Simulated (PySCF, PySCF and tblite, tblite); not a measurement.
# 1-methyl-1,2,3,6-tetrahydropyridine (C₆H₁₁N): a path driven as pyramidal inversion, and NMR exchange, part 2 of 2

PySCF and tblite. Atoms count from 0.

## Step 9: Barriers, rates and exchange

The job: settings as JSON, then the geometry in Å.

```
{"job": {"smiles": "CN1CC=CCC1", "charge": 0, "mult": 1, "motion": "inversion", "what": "nitrogen in a ring", "atoms": [1], "drives": [{"terms": [["t", [6, 0, 2, 1], 0.3333333333333333], ["t", [0, 2, 6, 1], 0.3333333333333333], ["t", [2, 6, 0, 1], 0.3333333333333333]], "neg": true, "n": 8}], "study": "path", "level": {"kind": "nmr", "xc": "PBE0", "basis": "pcSseg-1", "solvent": "dimethylsulfoxide"}, "fields": [100, 360, 700], "first": 3, "seed": 841, "kind": "path"}, "charge": 0, "multiplicity": 1}
C     -1.776061    -0.039943     0.557314
N     -0.946568    -0.173832    -0.622389
C     -0.293370     1.072416    -0.986934
C      0.947557     1.363905    -0.188380
C      1.573918     0.431834     0.510721
C      1.095074    -0.987168     0.567054
C      0.035680    -1.235968    -0.516641
H     -1.240766     0.346599     1.435803
H     -2.597059     0.640500     0.329401
H     -2.196682    -1.013942     0.804030
H     -1.011925     1.888763    -0.876440
H     -0.027627     1.014808    -2.051466
H      1.314611     2.379586    -0.228307
H      2.459736     0.665845     1.086498
H      1.936618    -1.669698     0.426673
H      0.678622    -1.190477     1.559305
H     -0.489623    -2.175846    -0.327867
H      0.529107    -1.311063    -1.490033
```

What it wrote:

```text
stationary points (kcal/mol above the start)
  n  kind          group   xTB      DFT    lowest mode
  0  minimum      C1       0.00     0.00     113.8
  1  saddle       C1       6.21     6.17    -244.8
  2  minimum      C1       0.02    -1.72     128.2

GFN2-xTB energies: T/K, barrier G, reaction G (kcal/mol), k forward, k back (1/s)
 150.00     4.78    -0.40   3.35e+05   8.65e+04
 200.00     4.75    -0.42   2.71e+07   9.39e+06
 250.00     4.72    -0.44   3.88e+08   1.59e+08
 298.15     4.71    -0.47   2.18e+09    9.9e+08
 350.00     4.72    -0.50   8.29e+09   4.05e+09
 400.00     4.73    -0.53   2.16e+10   1.11e+10
 500.00     4.81    -0.59   8.25e+10   4.57e+10

PBE0/pcSseg-1 + D3(BJ), IEF-PCM dimethylsulfoxide energies: T/K, barrier G, reaction G (kcal/mol), k forward, k back (1/s)
 150.00     4.74    -2.14   3.89e+05        292
 200.00     4.70    -2.16   3.03e+07   1.31e+05
 250.00     4.68    -2.18   4.24e+08   5.22e+06
 298.15     4.67    -2.21   2.35e+09   5.65e+07
 350.00     4.67    -2.24   8.83e+09   3.53e+08
 400.00     4.69    -2.27   2.29e+10   1.32e+09
 500.00     4.76    -2.33   8.62e+10   8.29e+09
```

Wall time 1.9 min (1 thread of Arm Neoverse N1, shared host); peak memory 0.99 GiB. This counts the whole study up to here.

Barriers by level (kcal/mol; entropies in cal/(mol K)). Zero-point and thermal terms come from xTB in every row. ΔG‡ leaves symmetry out; the rate counts one path; effective ΔG‡, where given, is the barrier that would give that rate by Eyring's equation alone:

| level | ΔE‡ | with zero-point | ΔH‡ | ΔS‡ | ΔG‡ (298 K) | ΔE of reaction | k at 298 K (1/s) | effective ΔG‡ |
| --- | --- | --- | --- | --- | --- | --- | --- | --- |
| GFN2-xTB | 6.21 | 4.91 | 4.90 | 0.6 | 4.71 | 0.02 | 2.2e+09 | 4.71 |
| PBE0/pcSseg-1 + D3(BJ), IEF-PCM dimethylsulfoxide | 6.17 | 4.87 | 4.86 | 0.6 | 4.67 | -1.72 | 2.4e+09 | 4.67 |

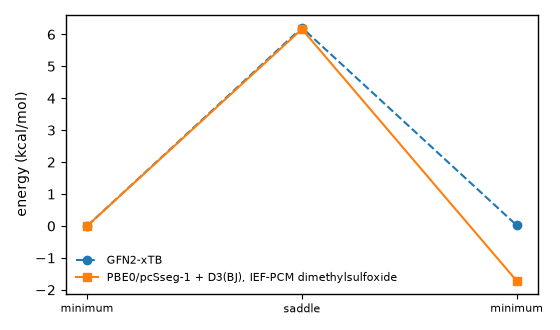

The xTB stationary points, at both levels.

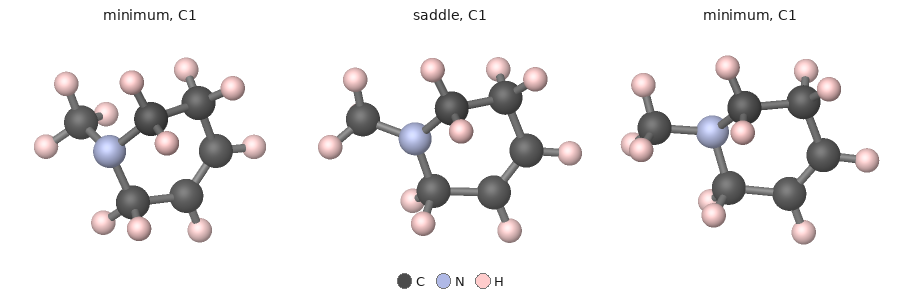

The stationary points in order.

Sites that the driver pairs across this motion, and where their lines would merge (no couplings; faster rotations or exchange between molecules can average them sooner):

```csv
nucleus,sites: shielding (ppm),proton frequency (MHz),spread (Hz),coalescence (K),lines at 298 K
13C,C5: 165.4; C5 (end): 156.0,700,1657,not given,–
15N,N1: 236.5; N1 (end): 220.4,700,1141,not given,–
13C,C0: 145.6; C0 (end): 139.7,700,1044,not given,–
1H,H17: 28.58; H17 (end): 29.67,700,766,not given,–
1H,H11: 27.89; H11 (end): 28.96,700,749,not given,–
13C,C2: 132.2; C2 (end): 129.0,700,557,not given,–
13C,C6: 135.0; C6 (end): 133.0,700,349,not given,–
1H,H10: 28.70; H10 (end): 28.34,700,253,not given,–
```

A dash: the driver gave no coalescence for this row (it judged the minor form too scarce).

Rows that set an atom against itself at the end compare its shielding in the two forms.

## Step 10: Shieldings, start: PBE0/6-31G*

The job: settings as JSON, then the geometry in Å.

```
{"job": {"kind": "nmr", "xc": "PBE0", "basis": "6-31G*", "pop": false}, "charge": 0, "multiplicity": 1}
C     -1.776061    -0.039943     0.557314
N     -0.946568    -0.173832    -0.622389
C     -0.293370     1.072416    -0.986934
C      0.947557     1.363905    -0.188380
C      1.573918     0.431834     0.510721
C      1.095074    -0.987168     0.567054
C      0.035680    -1.235968    -0.516641
H     -1.240766     0.346599     1.435803
H     -2.597059     0.640500     0.329401
H     -2.196682    -1.013942     0.804030
H     -1.011925     1.888763    -0.876440
H     -0.027627     1.014808    -2.051466
H      1.314611     2.379586    -0.228307
H      2.459736     0.665845     1.086498
H      1.936618    -1.669698     0.426673
H      0.678622    -1.190477     1.559305
H     -0.489623    -2.175846    -0.327867
H      0.529107    -1.311063    -1.490033
```

What it wrote:

```text
coarse grid: 14400 points
cycle   1  E = -289.6397371409  dE =  9.021e-01  |g| = 3.904e-01  |ddm| = 3.794e+00
cycle   2  E = -289.6407776579  dE = -1.041e-03  |g| = 4.021e-01  |ddm| = 9.792e-01
cycle   3  E = -289.6832441077  dE = -4.247e-02  |g| = 5.205e-02  |ddm| = 5.245e-01
cycle   4  E = -289.6837282824  dE = -4.842e-04  |g| = 2.017e-02  |ddm| = 6.504e-02
cycle   5  E = -289.6838067600  dE = -7.848e-05  |g| = 7.782e-03  |ddm| = 2.527e-02
cycle   6  E = -289.6838198115  dE = -1.305e-05  |g| = 1.757e-03  |ddm| = 8.646e-03
cycle   7  E = -289.6838205495  dE = -7.380e-07  |g| = 4.267e-04  |ddm| = 1.926e-03
final grid: 137336 points
cycle   8  E = -289.6237882563  dE = -4.201e-05  |g| = 8.947e-03  |ddm| = 2.870e-02
cycle   9  E = -289.6237832883  dE =  4.968e-06  |g| = 1.017e-02  |ddm| = 2.095e-02
cycle  10  E = -289.6238102039  dE = -2.692e-05  |g| = 8.302e-04  |ddm| = 1.132e-02
cycle  11  E = -289.6238103358  dE = -1.319e-07  |g| = 3.624e-04  |ddm| = 1.068e-03
cycle  12  E = -289.6238103676  dE = -3.178e-08  |g| = 6.801e-05  |ddm| = 3.742e-04
cycle  13  E = -289.6238103685  dE = -9.032e-10  |g| = 3.356e-05  |ddm| = 8.806e-05
cycle  14  E = -289.6238103687  dE = -2.583e-10  |g| = 4.763e-06  |ddm| = 3.541e-05
converged SCF energy = -289.6238103687

GIAO shielding tensors (ppm)
atom      isotropic    diamagn.    paramagn.     s11        s22        s33       span
  0 C      156.583     248.292     -91.709    129.298    146.244    194.207     64.909
  1 N      245.739     315.055     -69.315    207.337    257.688    272.193     64.856
  2 C      145.056     245.266    -100.211    128.211    138.144    168.813     40.602
  3 C       75.616     253.086    -177.470    -27.565     80.764    173.650    201.215
  4 C       76.009     251.098    -175.089    -23.531     78.176    173.383    196.914
  5 C      175.906     248.031     -72.124    161.662    179.301    186.756     25.094
  6 C      147.238     243.899     -96.662    132.969    135.697    173.047     40.078
  7 H       29.432      30.863      -1.431     25.278     28.196     34.823      9.545
  8 H       29.981      30.571      -0.589     25.808     27.730     36.406     10.598
  9 H       30.215      30.808      -0.593     26.467     27.829     36.348      9.881
 10 H       29.579      30.619      -1.041     25.303     28.492     34.940      9.638
 11 H       28.747      29.863      -1.115     24.467     27.311     34.465      9.998
 12 H       26.694      28.839      -2.146     25.210     26.932     27.939      2.729
 13 H       26.399      28.474      -2.075     24.269     27.180     27.748      3.478
 14 H       30.871      29.941       0.930     26.786     28.831     36.996     10.210
 15 H       29.952      30.655      -0.703     26.512     28.650     34.693      8.181
 16 H       29.516      30.826      -1.310     24.808     28.898     34.843     10.035
 17 H       29.237      30.900      -1.663     24.344     28.401     34.966     10.622
```

Wall time 20 s (1 thread of Arm Neoverse N1, shared host); peak memory 0.63 GiB.

Key values: HOMO -5.67 eV, LUMO 1.07 eV; dipole 0.73 D.

## Step 11: Single-point energy, saddle of leg 1: PBE0/6-31G*

The job: settings as JSON, then the geometry in Å.

```
{"job": {"kind": "sp", "xc": "PBE0", "basis": "6-31G*", "pop": false}, "charge": 0, "multiplicity": 1}
C     -2.152487    -0.151720     0.281016
N     -0.810908    -0.072086    -0.201810
C     -0.280587     1.198962    -0.596927
C      1.179136     1.337437    -0.282925
C      1.901536     0.372108     0.261784
C      1.312604    -0.962725     0.597706
C      0.072740    -1.193018    -0.279936
H     -2.297357     0.447884     1.192277
H     -2.872112     0.202709    -0.470759
H     -2.395048    -1.186206     0.515262
H     -0.830726     1.990936    -0.074389
H     -0.420059     1.377703    -1.683322
H      1.618626     2.290756    -0.540837
H      2.951145     0.517943     0.476797
H      2.047413    -1.755000     0.439129
H      1.022367    -0.981061     1.652470
H     -0.456278    -2.094161     0.034487
H      0.409994    -1.340461    -1.320024
```

What it wrote:

```text
coarse grid: 14400 points
cycle   1  E = -289.6313630727  dE =  9.474e-01  |g| = 3.984e-01  |ddm| = 3.825e+00
cycle   2  E = -289.6239485886  dE =  7.414e-03  |g| = 4.497e-01  |ddm| = 1.079e+00
cycle   3  E = -289.6762962477  dE = -5.235e-02  |g| = 5.359e-02  |ddm| = 6.219e-01
cycle   4  E = -289.6767562558  dE = -4.600e-04  |g| = 2.679e-02  |ddm| = 7.327e-02
cycle   5  E = -289.6769110951  dE = -1.548e-04  |g| = 5.818e-03  |ddm| = 2.740e-02
cycle   6  E = -289.6769175568  dE = -6.462e-06  |g| = 2.644e-03  |ddm| = 7.650e-03
final grid: 137336 points
cycle   7  E = -289.6152103324  dE = -2.733e-05  |g| = 9.706e-03  |ddm| = 2.652e-02
cycle   8  E = -289.6151942579  dE =  1.607e-05  |g| = 1.267e-02  |ddm| = 2.660e-02
cycle   9  E = -289.6152352630  dE = -4.101e-05  |g| = 1.626e-03  |ddm| = 1.539e-02
cycle  10  E = -289.6152359172  dE = -6.542e-07  |g| = 2.980e-04  |ddm| = 1.687e-03
cycle  11  E = -289.6152359374  dE = -2.016e-08  |g| = 1.014e-04  |ddm| = 3.774e-04
cycle  12  E = -289.6152359396  dE = -2.144e-09  |g| = 2.794e-05  |ddm| = 1.080e-04
cycle  13  E = -289.6152359397  dE = -1.663e-10  |g| = 5.518e-06  |ddm| = 3.582e-05
converged SCF energy = -289.6152359397
```

Run time: 10 s. Hardware: 1 thread of Arm Neoverse N1, shared host; peak memory 0.56 GiB.

In short: HOMO -5.07 eV, LUMO 1.18 eV; dipole 0.35 D.

## Step 12: Shieldings, end: PBE0/6-31G*

The job: settings as JSON, then the geometry in Å.

```
{"job": {"kind": "nmr", "xc": "PBE0", "basis": "6-31G*", "pop": false}, "charge": 0, "multiplicity": 1}
C     -2.194746    -0.165263     0.108024
N     -0.780402     0.018252     0.333856
C     -0.294915     1.222499    -0.311284
C      1.193027     1.351865    -0.220280
C      1.977860     0.351405     0.139236
C      1.421945    -0.993276     0.484822
C      0.004596    -1.133429    -0.065737
H     -2.730162     0.708192     0.479357
H     -2.445725    -0.300467    -0.957712
H     -2.535564    -1.041152     0.658567
H     -0.766567     2.082745     0.176455
H     -0.584688     1.255702    -1.383153
H      1.594064     2.320467    -0.482367
H      3.049497     0.474214     0.205379
H      2.059497    -1.783727     0.082048
H      1.400962    -1.102893     1.572863
H     -0.466166    -2.032102     0.340552
H      0.044799    -1.235903    -1.166194
```

What it wrote:

```text
coarse grid: 14400 points
cycle   1  E = -289.6424269016  dE =  9.172e-01  |g| = 3.960e-01  |ddm| = 3.796e+00
cycle   2  E = -289.6387858923  dE =  3.641e-03  |g| = 4.290e-01  |ddm| = 1.050e+00
cycle   3  E = -289.6870638207  dE = -4.828e-02  |g| = 5.811e-02  |ddm| = 5.941e-01
cycle   4  E = -289.6876263147  dE = -5.625e-04  |g| = 2.684e-02  |ddm| = 7.290e-02
cycle   5  E = -289.6877793082  dE = -1.530e-04  |g| = 5.924e-03  |ddm| = 2.703e-02
cycle   6  E = -289.6877858454  dE = -6.537e-06  |g| = 2.757e-03  |ddm| = 7.824e-03
final grid: 137336 points
cycle   7  E = -289.6268350032  dE = -2.950e-05  |g| = 9.929e-03  |ddm| = 2.637e-02
cycle   8  E = -289.6268189500  dE =  1.605e-05  |g| = 1.281e-02  |ddm| = 2.546e-02
cycle   9  E = -289.6268611846  dE = -4.223e-05  |g| = 1.755e-03  |ddm| = 1.454e-02
cycle  10  E = -289.6268619596  dE = -7.749e-07  |g| = 2.791e-04  |ddm| = 1.762e-03
cycle  11  E = -289.6268619771  dE = -1.753e-08  |g| = 9.965e-05  |ddm| = 3.618e-04
cycle  12  E = -289.6268619792  dE = -2.083e-09  |g| = 2.979e-05  |ddm| = 1.089e-04
cycle  13  E = -289.6268619794  dE = -1.876e-10  |g| = 6.833e-06  |ddm| = 3.788e-05
converged SCF energy = -289.6268619794

GIAO shielding tensors (ppm)
atom      isotropic    diamagn.    paramagn.     s11        s22        s33       span
  0 C      150.836     246.965     -96.129    127.057    132.235    193.216     66.158
  1 N      231.157     314.243     -83.086    215.632    237.742    240.097     24.465
  2 C      142.391     246.455    -104.064    118.915    138.471    169.786     50.871
  3 C       75.332     252.321    -176.990    -23.664     81.978    167.681    191.345
  4 C       75.892     251.333    -175.442    -22.952     75.520    175.106    198.058
  5 C      167.769     246.921     -79.153    159.339    169.498    174.469     15.131
  6 C      145.601     245.689    -100.088    126.595    137.337    172.871     46.276
  7 H       29.953      30.208      -0.255     25.947     27.406     36.507     10.560
  8 H       30.362      29.890       0.472     27.201     27.734     36.151      8.951
  9 H       30.033      30.409      -0.376     25.849     27.866     36.383     10.533
 10 H       29.264      30.616      -1.351     24.902     27.890     35.002     10.100
 11 H       29.604      30.422      -0.818     25.937     28.690     34.184      8.248
 12 H       26.647      28.280      -1.632     24.854     27.174     27.915      3.061
 13 H       26.492      27.982      -1.491     24.636     27.068     27.771      3.135
 14 H       30.573      29.787       0.786     26.134     28.776     36.809     10.675
 15 H       29.842      29.950      -0.108     26.209     27.914     35.402      9.193
 16 H       29.753      31.672      -1.919     25.031     29.816     34.412      9.381
 17 H       30.032      31.314      -1.282     25.967     29.192     34.938      8.971
```

It took 19 s on 1 thread of Arm Neoverse N1, shared host; peak memory 0.63 GiB.

In short: HOMO -5.90 eV, LUMO 1.12 eV; dipole 0.55 D.

## Step 13: Second level: PBE0/6-31G* + D3(BJ)

The job: settings as JSON, then the geometry in Å.

```
{"job": {"smiles": "CN1CC=CCC1", "charge": 0, "mult": 1, "motion": "inversion", "what": "nitrogen in a ring", "atoms": [1], "drives": [{"terms": [["t", [6, 0, 2, 1], 0.3333333333333333], ["t", [0, 2, 6, 1], 0.3333333333333333], ["t", [2, 6, 0, 1], 0.3333333333333333]], "neg": true, "n": 8}], "study": "path", "level": {"kind": "nmr", "xc": "PBE0", "basis": "6-31G*", "wide": true}, "fields": [100, 360, 700], "first": 3, "seed": 841, "kind": "pathvar"}, "charge": 0, "multiplicity": 1}
C     -1.776061    -0.039943     0.557314
N     -0.946568    -0.173832    -0.622389
C     -0.293370     1.072416    -0.986934
C      0.947557     1.363905    -0.188380
C      1.573918     0.431834     0.510721
C      1.095074    -0.987168     0.567054
C      0.035680    -1.235968    -0.516641
H     -1.240766     0.346599     1.435803
H     -2.597059     0.640500     0.329401
H     -2.196682    -1.013942     0.804030
H     -1.011925     1.888763    -0.876440
H     -0.027627     1.014808    -2.051466
H      1.314611     2.379586    -0.228307
H      2.459736     0.665845     1.086498
H      1.936618    -1.669698     0.426673
H      0.678622    -1.190477     1.559305
H     -0.489623    -2.175846    -0.327867
H      0.529107    -1.311063    -1.490033
```

What it wrote:

```text
stationary points (kcal/mol above the start)
  n  kind          group   xTB      DFT    lowest mode
  0  minimum      C1       0.00     0.00     113.8
  1  saddle       C1       6.21     5.85    -244.8
  2  minimum      C1       0.02    -1.48     128.2

GFN2-xTB energies: T/K, barrier G, reaction G (kcal/mol), k forward, k back (1/s)
 150.00     4.78    -0.40   3.35e+05   8.65e+04
 200.00     4.75    -0.42   2.71e+07   9.39e+06
 250.00     4.72    -0.44   3.88e+08   1.59e+08
 298.15     4.71    -0.47   2.18e+09    9.9e+08
 350.00     4.72    -0.50   8.29e+09   4.05e+09
 400.00     4.73    -0.53   2.16e+10   1.11e+10
 500.00     4.81    -0.59   8.25e+10   4.57e+10

PBE0/pcSseg-1 + D3(BJ), IEF-PCM dimethylsulfoxide energies: T/K, barrier G, reaction G (kcal/mol), k forward, k back (1/s)
 150.00     4.74    -2.14   3.89e+05        292
 200.00     4.70    -2.16   3.03e+07   1.31e+05
 250.00     4.68    -2.18   4.24e+08   5.22e+06
 298.15     4.67    -2.21   2.35e+09   5.65e+07
 350.00     4.67    -2.24   8.83e+09   3.53e+08
 400.00     4.69    -2.27   2.29e+10   1.32e+09
 500.00     4.76    -2.33   8.62e+10   8.29e+09

PBE0/6-31G* + D3(BJ) energies: T/K, barrier G, reaction G (kcal/mol), k forward, k back (1/s)
 150.00     4.42    -1.91   1.12e+06   1.87e+03
 200.00     4.39    -1.92   6.68e+07    5.3e+05
 250.00     4.36    -1.95   7.98e+08   1.59e+07
 298.15     4.35    -1.97      4e+09   1.44e+08
 350.00     4.36    -2.00   1.39e+10   7.83e+08
 400.00     4.37    -2.03   3.39e+10   2.64e+09
 500.00     4.45    -2.09   1.18e+11   1.45e+10
```

It took 2.8 min on 1 thread of Arm Neoverse N1, shared host; peak memory 0.99 GiB. This counts the runs that the step sums up.

Barriers by level (kcal/mol; entropies in cal/(mol K)). Zero-point and thermal terms come from xTB in every row. ΔG‡ leaves symmetry out; the rate counts one path; effective ΔG‡, where given, is the barrier that would give that rate by Eyring's equation alone:

```
                                            level   ΔE‡  with zero-point   ΔH‡  ΔS‡  ΔG‡ (298 K)  ΔE of reaction  k at 298 K (1/s)  effective ΔG‡
                                         GFN2-xTB  6.21             4.91  4.90  0.6         4.71            0.02           2.2e+09           4.71
PBE0/pcSseg-1 + D3(BJ), IEF-PCM dimethylsulfoxide  6.17             4.87  4.86  0.6         4.67           -1.72           2.4e+09           4.67
                             PBE0/6-31G* + D3(BJ)  5.85             4.55  4.54  0.6         4.35           -1.48             4e+09           4.35
```

## Step 14: Results

What follows sums up all 2 parts.

```
                                                   quantity                             value
barrier (PBE0/pcSseg-1 + D3(BJ), IEF-PCM dimethylsulfoxide)  ΔE‡ 6.2, ΔG‡(298 K) 4.7 kcal/mol
                                         barrier (GFN2-xTB)                  ΔE‡ 6.2 kcal/mol
                                              rate at 298 K                       2.4e+09 s⁻¹
                                            end of the path      -1.7 kcal/mol from the start
```

The barrier is 6.2 kcal/mol at the DFT level (xTB: 6.2); with thermal terms and the count of paths the DFT value gives a rate of 2.4e+09 s⁻¹ at 298 K. An error of 1.4 kcal/mol changes that rate tenfold. PBE0/6-31G* + D3(BJ) moves the barrier from 6.2 to 5.8 kcal/mol.
